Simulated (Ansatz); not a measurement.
# Doping YCu (Pm-3m) with electrons and holes, part 3 of 5

Wanted: the effect of band filling on phonon scattering in YCu (Pm-3m).

Ansatz 0.2.0; DFT PBEsol, scalar-relativistic, plane waves, PAW; PAW set soft_1.

So far, log mean phonon energy ħω_log (meV): step 3 (electron–phonon run: q 2×2×2, k 6×6×6, scattering 12×12×12) 11.2. The relaxed cell has a = 3.423 Å (conventional setting).

### 4. Resistivity: 0.2 holes added a cell on a uniform background

Added charge moves the Fermi level through the bands.

input.yaml

```yaml
crystal:
  lattice:
    - [3.4226369354, 0.0, 0.0]
    - [0.0, 3.4226369354, 0.0]
    - [0.0, 0.0, 3.4226369354]
  atoms:
    - { symbol: "Y", position: [0.0, 0.0, 0.0] }
    - { symbol: Cu, position: [0.5, 0.5, 0.5] }
total_charge: 0.2
kpoints:
  mp_grid: { grid: [6, 6, 6] }
hamiltonian:
  xc: pbesol
  pseudopotentials: { kind: paw, azcp: { folder: soft_1 }, xc_functional: pbe }
scf:
  occupations: { method: methfessel_paxton, width: 0.2 }
output:
  eigenvalues: true
phonons:
  method: dfpt
  qmesh: [2, 2, 2]
  temperatures: { t_max: 1000, t_step: 50 }
  qpath:
    path:
      - [[0.0, 0.0, 0.0], [0.0, 0.5, 0.0], [0.5, 0.5, 0.0], [0.0, 0.0, 0.0], [0.5, 0.5, 0.5], [0.0, 0.5, 0.0]]
      - [[0.5, 0.5, 0.5], [0.5, 0.5, 0.0]]
    npoints: 10
  electrical_resistivity:
    mesh: [12, 12, 12]
    temperatures: [20.0, 50.0, 77.0, 100.0, 150.0, 200.0, 300.0, 400.0, 600.0, 800.0]
```

Command:

```console
> ansatz run input.yaml --threads 4 --pin off --max-ram 12288MiB --backend cpu --events-out ev --progress --plain --runs-dir out
```

Numbers of over 12 decimals in the logs are rounded to 6 here.

What it wrote:

```text
[...]
Crystal: 2 atoms, lattice volume = 40.094 Å³
Basis set: ecut = 420 eV, 751 PW (Γ), exchange–correlation on 48×48×48 points (8 copies of the dense FFT grid, shifted against one another)
Bands: 19, of which v1, the nominal top of the filled ones, is band 15 counted from 1 (14 counted from 0)
Symmetry: 48 space group operations
k-points: 20 of 216
[...]
SCF iter   1: F=—  HF=-10390.526320 eV  |F-HF|=—  |Δ(HF+E_count)|=         —  Δρ=4.53e-1  dr2=6.62e1  ethr=3.10e-3  ⟨swp⟩=4.3  Hψ=1451  notcnv=0
[...]
SCF iter  13: F=-10386.822514 eV  HF=-10386.822514 eV  |F-HF|=0.00e0  |Δ(HF+E_count)|=  5.46e-12  S|Δr|=    0.00e0  Δρ=2.63e-8  dr2=1.80e-13  ethr=1.00e-12  ⟨swp⟩=5.0  Hψ=1446  notcnv=0
SCF 1 converged in 13 iterations: F = -10386.822514 eV  dr2 = 1.80e-13
[...]
SCF iter   1: F=—  HF=-10390.526320 eV  |F-HF|=—  |Δ(HF+E_count)|=         —  Δρ=4.53e-1  dr2=6.62e1  ethr=3.10e-3  ⟨swp⟩=4.3  Hψ=1451  notcnv=0
[...]
SCF iter  13: F=-10386.822514 eV  HF=-10386.822514 eV  |F-HF|=3.64e-12  |Δ(HF+E_count)|=  5.46e-12  S|Δr|=    0.00e0  Δρ=2.51e-8  dr2=1.76e-13  ethr=1.00e-12  ⟨swp⟩=2.0  Hψ=758  notcnv=0
SCF 2 converged in 13 iterations: F = -10386.822514 eV  dr2 = 1.76e-13
[...]
SCF converged after 13 iterations
[...]
Free energy (F): -10386.822514 eV
[...]
Internal energy: -10386.817975 eV  (E = F + TS)
E sigma→0 (E₀):  -10386.821380 eV
Entropy (-TS):   -0.004539 eV (-2.269 meV/atom)
Fermi energy:    12.450193 eV
[...]
--- Band table (eV; the first three rows and the last of 20) ---
  k-point 0: bands = [... 11 lower, 9.7720, 9.7720, 9.7720, 13.1954, 13.1954, 17.6391, 17.6391, 17.6391]
  k-point 1: bands = [... 11 lower, 9.7574, 9.7574, 9.7927, 13.1586, 13.1636, 16.2426, 16.2426, 17.6331]
  k-point 2: bands = [... 11 lower, 9.7324, 9.7324, 9.8344, 12.0764, 13.0883, 14.9676, 14.9676, 17.6209]
  k-point 19: bands = [... 11 lower, 10.0841, 10.0841, 10.9666, 10.9666, 10.9666, 14.3777, 19.1458, 19.1458]
[...]
ASR residual: 5.052e-6 → 0.000e0 eV/Å²; symmetrization residual: 2.682e-10 eV/Å²
  ASR residual per site (eV/Å²): 5.05e-6 4.43e-6
  Γ frequencies (cm⁻¹): 0.00 0.00 0.00 149.21 149.21 149.21
--- Phonons (arbitrary-q DFPT): 4 irreducible q on the 2×2×2 mesh ---
[...]
interpolated dispersion: 62 rows × 6 modes
[...]
--- Electrical resistivity: potentials and phonons of a 2×2×2 supercell ---
[...]
at the Fermi level of each mesh (of a tensor a third of its trace):
[...]
12×12×12                     0.5885              5.4449    0.4340    0.4589           9.704
          6×6×6                     0.6030              5.3870    0.4509    0.4618           9.604
          3×3×3                     1.0369              4.5963    0.6352    0.7051          10.934
  resistivity on the deck's mesh, µΩ·cm:
[...]
20.00     1.4496e-1             yes     1.4496e-1     1.4496e-1     1.4496e-1       2.2994e-1         1.5574e-1
     50.00      1.7256e0             yes      1.7256e0      1.7256e0      1.7256e0        1.9429e0          1.6982e0
     77.00      3.5772e0             yes      3.5772e0      3.5772e0      3.5772e0        3.8113e0          3.4828e0
    100.00      5.1537e0             yes      5.1537e0      5.1537e0      5.1537e0        5.3998e0          5.0012e0
    150.00      8.4562e0             yes      8.4562e0      8.4562e0      8.4562e0        8.7613e0          8.1840e0
    200.00      1.1658e1             yes      1.1658e1      1.1658e1      1.1658e1        1.2045e1          1.1270e1
    300.00      1.7973e1             yes      1.7973e1      1.7973e1      1.7973e1        1.8548e1          1.7354e1
    400.00      2.4299e1             yes      2.4299e1      2.4299e1      2.4299e1        2.5075e1          2.3440e1
    600.00      3.7147e1             yes      3.7147e1      3.7147e1      3.7147e1        3.8370e1          3.5783e1
    800.00      5.0306e1             yes      5.0306e1      5.0306e1      5.0306e1        5.2035e1          4.8405e1
[...]
Hall coefficient in a weak field at 20 K (a third of the trace): 1.253e-10 m³/C (as a tensor it moves by 38.2 % between the two finest meshes); by each state's relaxation time: 1.157e-10 m³/C; by a constant relaxation time: 1.150e-10 m³/C
[...]
not converged in the mesh (λ): between neighbouring meshes, the two finest first, λ moves by 3.89 % and 40.89 %, λ_tr by 0.62 % and 52.69 % and the resistivity by up to 1.99 % and 110.39 %; an estimate, no bound, puts it up to 5.0e-7 % above the Boltzmann equation's exact value after up to 5 iterations (at most 30 are made, fewer where the estimate is under 1.0e-6 % of each spin channel's own resistivity)
  vibrations of 8 cells: unjudged by the run; compare a larger repeat
[...]
```

Run time: 29 s. Hardware: 4 threads of Arm Neoverse V2, shared host; peak memory 0.69 GiB.

Numbers from this step:

* zero point energy: 0.03928 eV/cell
* highest frequency, solved or plainly interpolated: 166.9 cm⁻¹
* Debye temperature (second moment): 209 K
* resistivity at 300 K: 17.97 μΩ cm
* coupling constant λ: 0.434
* density of states at the Fermi level: 0.5885 states/eV a spin and cell
* log mean phonon energy ħω_log: 9.704 meV
* transport coupling constant λ_tr: 0.4589, 0.4589, 0.4589 (xx, yy, zz)
* Drude plasma energy: 5.445, 5.445, 5.445 eV (xx, yy, zz)
* resistivity times mean free path: 10.48, 10.48, 10.48 × 10⁻¹⁶ Ω m² (xx, yy, zz)
* second-moment phonon energy ħω₂: 11.92 meV, from the broadened α²F curve
* coupling λ by branch: 0.131, 0.113, 0.0604, 0.0316, 0.0464, 0.0515 (branches by rank of frequency)

Phonon-limited, linearised Boltzmann equation on a 12x12x12 mesh. Table of resistivity, along x by temperature:

| temperature (K) | resistivity, along x (μΩ cm) |
| --- | --- |
| 20 | 0.145 |
| 50 | 1.73 |
| 77 | 3.58 |
| 100 | 5.15 |
| 150 | 8.46 |
| 200 | 11.7 |
| 300 | 18.0 |
| 400 | 24.3 |
| 600 | 37.1 |
| 800 | 50.3 |

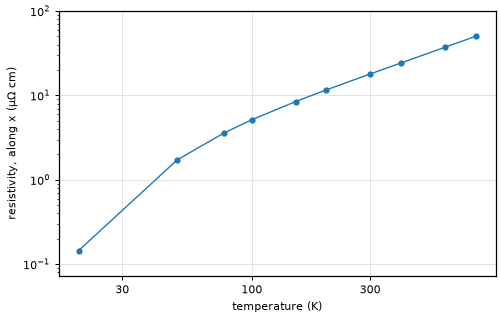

Resistivity, along x against temperature.

By its own test the run is not converged in the mesh. λ = 0.434 and 18.0 μΩ cm at 300 K, against 0.361 and 17.8 in the neutral cell (+20.1 % and +1.0 %). N(E_F) moves by +7.6 % and the coupling-weighted phonon energy by -10.0 %; λ goes as N/ω², which would give +33.0 % if the matrix elements stayed.

### 5. Electron–phonon run: 0.2 electrons added a cell on a uniform background

Added charge moves the Fermi level through the bands.

Changes to input.yaml since step 4:

```diff
@@ -8,3 +8,3 @@
     - { symbol: Cu, position: [0.5, 0.5, 0.5] }
-total_charge: 0.2
+total_charge: -0.2
 kpoints:
```

What it wrote:

```text
[...]
Crystal: 2 atoms, lattice volume = 40.094 Å³
Basis set: ecut = 420 eV, 751 PW (Γ), exchange–correlation on 48×48×48 points (8 copies of the dense FFT grid, shifted against one another)
Bands: 20, of which v1, the nominal top of the filled ones, is band 15 counted from 1 (14 counted from 0)
Symmetry: 48 space group operations
k-points: 20 of 216
[...]
SCF iter   1: F=—  HF=-10403.897924 eV  |F-HF|=—  |Δ(HF+E_count)|=         —  Δρ=1.15e0  dr2=4.44e2  ethr=3.10e-3  ⟨swp⟩=4.2  Hψ=1507  notcnv=0
[...]
SCF iter  13: F=-10381.785943 eV  HF=-10381.785943 eV  |F-HF|=5.46e-12  |Δ(HF+E_count)|=  2.55e-11  S|Δr|=    0.00e0  Δρ=8.18e-8  dr2=1.92e-12  ethr=1.00e-12  ⟨swp⟩=4.1  Hψ=1789  notcnv=0
SCF 1 converged in 13 iterations: F = -10381.785943 eV  dr2 = 1.92e-12
[...]
SCF iter   1: F=—  HF=-10403.897924 eV  |F-HF|=—  |Δ(HF+E_count)|=         —  Δρ=1.15e0  dr2=4.44e2  ethr=3.10e-3  ⟨swp⟩=4.2  Hψ=1507  notcnv=0
[...]
SCF iter  13: F=-10381.785943 eV  HF=-10381.785943 eV  |F-HF|=3.64e-12  |Δ(HF+E_count)|=  2.73e-11  S|Δr|=    0.00e0  Δρ=8.25e-8  dr2=1.95e-12  ethr=1.00e-12  ⟨swp⟩=1.6  Hψ=1043  notcnv=0
SCF 2 converged in 13 iterations: F = -10381.785943 eV  dr2 = 1.95e-12
[...]
SCF converged after 13 iterations
[...]
Free energy (F): -10381.785943 eV
[...]
Internal energy: -10381.782771 eV  (E = F + TS)
E sigma→0 (E₀):  -10381.785150 eV
Entropy (-TS):   -0.003172 eV (-1.586 meV/atom)
Fermi energy:    12.774390 eV
[...]
--- Band table (eV; the first three rows and the last of 20) ---
  k-point 0: bands = [... 11 lower, 9.7140, 9.7140, 9.7140, 13.0889, 13.0889, 17.5702, 17.5702, 17.5702, ... 1 higher]
  k-point 1: bands = [... 11 lower, 9.6991, 9.6991, 9.7350, 13.0467, 13.0531, 16.1417, 16.1417, 17.5639, ... 1 higher]
  k-point 2: bands = [... 11 lower, 9.6736, 9.6736, 9.7775, 11.9532, 12.9680, 14.8581, 14.8581, 17.5510, ... 1 higher]
  k-point 19: bands = [... 11 lower, 10.0341, 10.0341, 10.8244, 10.8244, 10.8244, 14.2374, 19.0893, 19.0893, ... 1 higher]
[...]
ASR residual: 7.455e-5 → 0.000e0 eV/Å²; symmetrization residual: 2.267e-8 eV/Å²
  ASR residual per site (eV/Å²): 2.96e-5 7.45e-5
  Γ frequencies (cm⁻¹): 0.00 0.00 0.00 147.22 147.22 147.22
--- Phonons (arbitrary-q DFPT): 4 irreducible q on the 2×2×2 mesh ---
[...]
interpolated dispersion: 62 rows × 6 modes
[...]
--- Electrical resistivity: potentials and phonons of a 2×2×2 supercell ---
[...]
at the Fermi level of each mesh (of a tensor a third of its trace):
[...]
12×12×12                     0.5717              4.8613    0.4754    0.5488           9.313
          6×6×6                     0.4978              4.8298    0.4081    0.4226           8.601
          3×3×3                     0.4515              4.1033    0.2605    0.2895          11.947
  resistivity on the deck's mesh, µΩ·cm:
[...]
20.00     2.2987e-1              no     2.2987e-1     2.2987e-1     2.2987e-1       4.1670e-1         2.4067e-1
     50.00      2.4756e0              no      2.4756e0      2.4756e0      2.4756e0        2.9521e0          2.2654e0
     77.00      5.1717e0              no      5.1717e0      5.1717e0      5.1717e0        5.7409e0          4.6806e0
    100.00      7.4718e0              no      7.4718e0      7.4718e0      7.4718e0        8.1141e0          6.7497e0
    150.00      1.2279e1              no      1.2279e1      1.2279e1      1.2279e1        1.3132e1          1.1086e1
    200.00      1.6920e1              no      1.6920e1      1.6920e1      1.6920e1        1.8026e1          1.5280e1
    300.00      2.6011e1              no      2.6011e1      2.6011e1      2.6011e1        2.7686e1          2.3514e1
    400.00      3.5032e1              no      3.5032e1      3.5032e1      3.5032e1        3.7367e1          3.1720e1
    600.00      5.3043e1              no      5.3043e1      5.3043e1      5.3043e1        5.7233e1          4.8261e1
    800.00      7.0884e1              no      7.0884e1      7.0884e1      7.0884e1        7.7873e1          6.4910e1
[...]
vibrations of 8 cells: unjudged by the run; compare a larger repeat
[...]
```

The job ended after 29 s (4 threads; peak memory 0.68 GiB; 1.8 min of CPU time).

This step gave:

```
zero point energy                                 : 0.03966 eV/cell
highest frequency, solved or plainly interpolated : 169.5 cm⁻¹
resistivity at 300 K                              : 26.01 μΩ cm
coupling constant λ                               : 0.4754
density of states at the Fermi level              : 0.5717 states/eV a spin and cell
log mean phonon energy ħω_log                     : 9.313 meV
transport coupling constant λ_tr                  : 0.5488, 0.5488, 0.5488 (xx, yy, zz)
Drude plasma energy                               : 4.861, 4.861, 4.861 eV (xx, yy, zz)
resistivity times mean free path                  : 11.82, 11.82, 11.82 × 10⁻¹⁶ Ω m² (xx, yy, zz)
second-moment phonon energy ħω₂                   : 12.05 meV, from the broadened α²F curve
coupling λ by branch                              : 0.167, 0.105, 0.0544, 0.0302, 0.0529, 0.0661 (branches by rank of frequency)
```

Resistivity, by row:

| T (K) | ρ_xx (μΩ cm) | ρ_yy | ρ_zz | ρ by Ziman's lowest order, mean | ρ by relaxation times, mean | within 2 % of the coarser mesh |
| --- | --- | --- | --- | --- | --- | --- |
| 20 | 0.2299 | 0.2299 | 0.2299 | 0.4167 | 0.2407 | no |
| 50 | 2.476 | 2.476 | 2.476 | 2.952 | 2.265 | no |
| 77 | 5.172 | 5.172 | 5.172 | 5.741 | 4.681 | no |
| 100 | 7.472 | 7.472 | 7.472 | 8.114 | 6.75 | no |
| 150 | 12.28 | 12.28 | 12.28 | 13.13 | 11.09 | no |
| 200 | 16.92 | 16.92 | 16.92 | 18.03 | 15.28 | no |
| 300 | 26.01 | 26.01 | 26.01 | 27.69 | 23.51 | no |
| 400 | 35.03 | 35.03 | 35.03 | 37.37 | 31.72 | no |
| 600 | 53.04 | 53.04 | 53.04 | 57.23 | 48.26 | no |
| 800 | 70.88 | 70.88 | 70.88 | 77.87 | 64.91 | no |

By its own test the run is not converged in the mesh. λ = 0.475 and 26.0 μΩ cm at 300 K, against 0.361 and 17.8 in the neutral cell (+31.6 % and +46.2 %). N(E_F) moves by +4.5 % and the coupling-weighted phonon energy by -9.1 %; λ goes as N/ω², which would give +26.4 % if the matrix elements stayed. The run's own test puts 19 % between its two finest meshes on the component of the resistivity at 300 K that moves most. By the run's own test λ moves by 14 % between its two finest scattering meshes.

### 6. Electron–phonon run: 0.4 holes added a cell on a uniform background

Added charge moves the Fermi level through the bands.

Changes to input.yaml since step 5:

```diff
@@ -8,3 +8,3 @@
     - { symbol: Cu, position: [0.5, 0.5, 0.5] }
-total_charge: -0.2
+total_charge: 0.4
 kpoints:
```

What it wrote:

```text
[...]
Crystal: 2 atoms, lattice volume = 40.094 Å³
Basis set: ecut = 420 eV, 751 PW (Γ), exchange–correlation on 48×48×48 points (8 copies of the dense FFT grid, shifted against one another)
Bands: 19, of which v1, the nominal top of the filled ones, is band 15 counted from 1 (14 counted from 0)
Symmetry: 48 space group operations
k-points: 20 of 216
[...]
SCF iter   1: F=—  HF=-10389.821387 eV  |F-HF|=—  |Δ(HF+E_count)|=         —  Δρ=1.42e-1  dr2=6.82e0  ethr=3.10e-3  ⟨swp⟩=4.3  Hψ=1466  notcnv=0
[...]
SCF iter  11: F=-10389.309476 eV  HF=-10389.309476 eV  |F-HF|=1.82e-12  |Δ(HF+E_count)|=  1.82e-12  S|Δr|=    0.00e0  Δρ=2.13e-8  dr2=1.15e-13  ethr=1.00e-12  ⟨swp⟩=4.9  Hψ=1376  notcnv=0
SCF 1 converged in 11 iterations: F = -10389.309476 eV  dr2 = 1.15e-13
[...]
SCF iter   1: F=—  HF=-10389.821387 eV  |F-HF|=—  |Δ(HF+E_count)|=         —  Δρ=1.42e-1  dr2=6.82e0  ethr=3.10e-3  ⟨swp⟩=4.3  Hψ=1466  notcnv=0
[...]
SCF iter  11: F=-10389.309476 eV  HF=-10389.309476 eV  |F-HF|=1.82e-12  |Δ(HF+E_count)|=  1.82e-12  S|Δr|=    0.00e0  Δρ=2.21e-8  dr2=1.28e-13  ethr=1.00e-12  ⟨swp⟩=2.1  Hψ=750  notcnv=0
SCF 2 converged in 11 iterations: F = -10389.309476 eV  dr2 = 1.28e-13
[...]
SCF converged after 11 iterations
[...]
Free energy (F): -10389.309476 eV
[...]
Internal energy: -10389.303648 eV  (E = F + TS)
E sigma→0 (E₀):  -10389.308019 eV
Entropy (-TS):   -0.005828 eV (-2.914 meV/atom)
Fermi energy:    12.421821 eV
[...]
--- Band table (eV; the first three rows and the last of 20) ---
  k-point 0: bands = [... 11 lower, 9.7865, 9.7865, 9.7865, 13.2474, 13.2474, 17.6725, 17.6725, 17.6725]
  k-point 1: bands = [... 11 lower, 9.7721, 9.7721, 9.8068, 13.2135, 13.2184, 16.2935, 16.2935, 17.6669]
  k-point 2: bands = [... 11 lower, 9.7473, 9.7473, 9.8480, 12.1375, 13.1501, 15.0233, 15.0233, 17.6554]
  k-point 19: bands = [... 11 lower, 10.0931, 10.0931, 11.0405, 11.0405, 11.0405, 14.4495, 19.1732, 19.1732]
[...]
ASR residual: 2.156e-5 → 0.000e0 eV/Å²; symmetrization residual: 1.073e-7 eV/Å²
  ASR residual per site (eV/Å²): 5.40e-7 2.16e-5
  Γ frequencies (cm⁻¹): 0.00 0.00 0.00 151.82 151.82 151.82
--- Phonons (arbitrary-q DFPT): 4 irreducible q on the 2×2×2 mesh ---
[...]
interpolated dispersion: 62 rows × 6 modes
[...]
--- Electrical resistivity: potentials and phonons of a 2×2×2 supercell ---
[...]
at the Fermi level of each mesh (of a tensor a third of its trace):
[...]
12×12×12                     0.7106              5.8463    0.4666    0.4793          10.321
          6×6×6                     0.8077              6.2180    0.5462    0.5498          10.199
          3×3×3                     1.3595              4.7372    0.7902    0.8730          11.406
  resistivity on the deck's mesh, µΩ·cm:
[...]
20.00     1.0593e-1             yes     1.0593e-1     1.0593e-1     1.0593e-1       1.6673e-1         1.1714e-1
     50.00      1.4883e0             yes      1.4883e0      1.4883e0      1.4883e0        1.6755e0          1.5196e0
     77.00      3.1910e0             yes      3.1910e0      3.1910e0      3.1910e0        3.3769e0          3.2072e0
    100.00      4.6460e0             yes      4.6460e0      4.6460e0      4.6460e0        4.8244e0          4.6451e0
    150.00      7.6800e0             yes      7.6800e0      7.6800e0      7.6800e0        7.8760e0          7.6460e0
    200.00      1.0597e1             yes      1.0597e1      1.0597e1      1.0597e1        1.0839e1          1.0535e1
    300.00      1.6284e1              no      1.6284e1      1.6284e1      1.6284e1        1.6647e1          1.6172e1
    400.00      2.1897e1              no      2.1897e1      2.1897e1      2.1897e1        2.2398e1          2.1736e1
    600.00      3.3062e1              no      3.3062e1      3.3062e1      3.3062e1        3.3870e1          3.2796e1
    800.00      4.4214e1              no      4.4214e1      4.4214e1      4.4214e1        4.5354e1          4.3827e1
[...]
vibrations of 8 cells: unjudged by the run; compare a larger repeat
[...]
```

The job ended after 28 s (4 threads; peak memory 0.68 GiB; 1.7 min of CPU time).

Numbers from this step:

```yaml
zero_point_energy: 0.03996 eV/cell
highest_frequency_solved_or_plainly_interpolated: 169.9 cm⁻¹
debye_temperature_second_moment: 212 K
resistivity_at_300_k: 16.28 μΩ cm
coupling_constant_lambda: 0.4666
density_of_states_at_the_fermi_level: 0.7106 states/eV a spin and cell
log_mean_phonon_energy_omega_log: 10.32 meV
transport_coupling_constant_lambda_tr: 0.4793, 0.4793, 0.4793 (xx, yy, zz)
drude_plasma_energy: 5.846, 5.846, 5.846 eV (xx, yy, zz)
resistivity_times_mean_free_path: 9.055, 9.055, 9.055 × 10⁻¹⁶ Ω m² (xx, yy, zz)
second_moment_phonon_energy_omega: 12.35 meV, from the broadened α²F curve
coupling_lambda_by_branch: 0.132, 0.118, 0.0698, 0.0363, 0.0525, 0.0571 (branches by rank of frequency)
```

Some points of the scattering mesh along the symmetry lines, up to three branches each (those of largest λ), at most 39 rows; the frequencies are those of the scattering step, which can differ from the solved and plainly interpolated ones; single rows converge slowly. Mode couplings:

| q1 | q2 | q3 | branch | ħω (meV) | λ_q | half width (meV) |
| --- | --- | --- | --- | --- | --- | --- |
| 0 | 0.3333 | 0 | 1 | 7.95 | 0.0712 | 0.0101 |
| 0 | 0.3333 | 0 | 3 | 10.81 | 0.0842 | 0.0219 |
| 0 | 0.3333 | 0 | 6 | 18.84 | 0.157 | 0.124 |
| 0.1667 | 0.5 | 0 | 1 | 9.16 | 0.0836 | 0.0156 |
| 0.1667 | 0.5 | 0 | 2 | 10.02 | 0.12 | 0.0268 |
| 0.1667 | 0.5 | 0 | 5 | 14.62 | 0.0643 | 0.0307 |
| 0.5 | 0.5 | 0 | 1 | 5.29 | 0.203 | 0.0127 |
| 0.5 | 0.5 | 0 | 2 | 5.29 | 0.203 | 0.0127 |
| 0.5 | 0.5 | 0 | 5 | 20.86 | 0.0459 | 0.0446 |
| 0.1667 | 0.1667 | 0 | 1 | 5.57 | 0.0585 | 0.00406 |
| 0.1667 | 0.1667 | 0 | 2 | 5.62 | 0.057 | 0.00401 |
| 0.1667 | 0.1667 | 0 | 4 | 17.14 | 0.0562 | 0.0369 |
| 0.25 | 0.25 | 0.25 | 1 | 9.15 | 0.0823 | 0.0154 |
| 0.25 | 0.25 | 0.25 | 2 | 9.15 | 0.0823 | 0.0154 |
| 0.25 | 0.25 | 0.25 | 3 | 11.87 | 0.0726 | 0.0229 |
| 0.4167 | 0.5 | 0.4167 | 1 | 6.76 | 0.352 | 0.036 |
| 0.4167 | 0.5 | 0.4167 | 2 | 7.45 | 0.307 | 0.038 |
| 0.4167 | 0.5 | 0.4167 | 3 | 7.74 | 0.293 | 0.0391 |
| 0.0833 | 0.5 | 0.0833 | 1 | 9.21 | 0.0925 | 0.0175 |
| 0.0833 | 0.5 | 0.0833 | 2 | 11.11 | 0.0794 | 0.0219 |
| 0.0833 | 0.5 | 0.0833 | 3 | 12.91 | 0.0747 | 0.0278 |
| 0.5 | 0.5 | 0.3333 | 1 | 6.58 | 0.38 | 0.0367 |
| 0.5 | 0.5 | 0.3333 | 2 | 6.58 | 0.38 | 0.0367 |
| 0.5 | 0.5 | 0.3333 | 3 | 9.45 | 0.21 | 0.0419 |
| 0.5 | 0.5 | 0 | 1 | 5.29 | 0.203 | 0.0127 |
| 0.5 | 0.5 | 0 | 2 | 5.29 | 0.203 | 0.0127 |
| 0.5 | 0.5 | 0 | 5 | 20.86 | 0.0459 | 0.0446 |

By its own test the run is not converged in the mesh. λ = 0.467 and 16.3 μΩ cm at 300 K, against 0.361 and 17.8 in the neutral cell (+29.1 % and -8.5 %). N(E_F) moves by +29.9 % and the coupling-weighted phonon energy by -6.8 %; λ goes as N/ω², which would give +49.6 % if the matrix elements stayed. By the run's own test λ moves by 17 % between its two finest scattering meshes.

(Continued in part 4 of 5.)

[Logs are printed without paths, hosts, clocks, repeated set-up lines and the standing remarks that a program may print on its own settings, such as how far it seeks lower states.]

[Hosts, paths, dates, database ids (printed as entryN), source tags and the programs' standing remarks are cut or masked in the printed files.]
